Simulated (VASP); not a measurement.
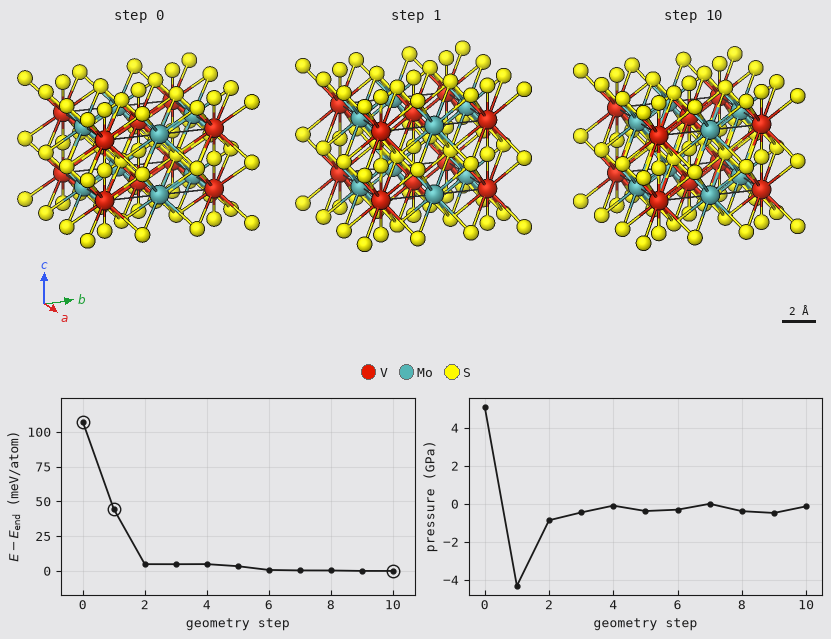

Frames of a relaxation of solid VMoS$_{3}$ (a generated structure, set up in Cmmm), marked on the history of the run. The picture is a ball-and-stick view of the conventional cell (2 times the calculation's cell), seen slightly off an axis. Lengths and directions refer to the drawn axes.

The run lets cell and atoms move.

Level of theory: Kohn-Sham DFT of a periodic cell, PBE, VASP PAW PBE potentials, recommended in VASP.

The input:
```
PREC = Normal
ENCUT = 520
EDIFF = 1E-4
ISMEAR = 0
SIGMA = 0.15
LREAL = False
LASPH = True
NELM = 60
ALGO = Fast
ISIF = 3
LWAVE = False
LCHARG = False
ISPIN = 2
MAGMOM = 2 1 0 0 0
LORBIT = 11
LMAXMIX = 4
GGA = PE
IBRION = 2
NSW = 24
EDIFFG = -0.08
```

Run as
```bash
cat potpaw_PBE.64/V_sv/POTCAR potpaw_PBE.64/Mo_sv/POTCAR potpaw_PBE.64/S/POTCAR > POTCAR
mpirun -np 1 vasp_std > vasp.out
```

Q: What happens along the run?

A: No atom moves by more than 0.005 Å relative to the cell. The volume changes by +1.6 %, with a 6.950 → 6.977 Å (+0.4 %), b 7.378 → 6.924 Å (−6.2 %), c 3.924 → 4.231 Å (+7.8 %). Near-neighbour distances that change, for instance: S–V 1.962 → 2.116 Å, Mo–S 3.205 → 3.243 Å, S–V 3.205 → 3.243 Å. The space group stays Cmmm (No. 65). The energy falls by 107 meV per atom in 10 geometry steps. All forces vanish by symmetry, so only the cell relaxes. Pressure: 5.11 GPa at the start and −0.13 GPa at the end. From step 0 to 1: volume +8.7 %, energy −62.9 meV per atom. From step 1 to 10: volume −6.6 %, energy −44.6 meV per atom.

| step | E − E(0), meV/atom | pressure, GPa | volume, Å³/atom |
| --- | --- | --- | --- |
| 0 | 0.00 | 5.11 | 20.121 |
| 1 | -62.86 | -4.31 | 21.879 |
| 2 | -102.56 | -0.86 | 21.140 |
| 3 | -102.59 | -0.45 | 21.120 |
| 4 | -102.53 | -0.09 | 21.101 |
| 5 | -104.02 | -0.37 | 21.037 |
| 6 | -106.73 | -0.30 | 20.838 |
| 7 | -107.06 | 0.00 | 20.742 |
| 8 | -107.11 | -0.38 | 20.713 |
| 9 | -107.43 | -0.48 | 20.727 |
| 10 | -107.44 | -0.13 | 20.441 |

Limits of the set-up: only the magnetic order of this start and cell was tried (total moment 6.1 μB per cell).
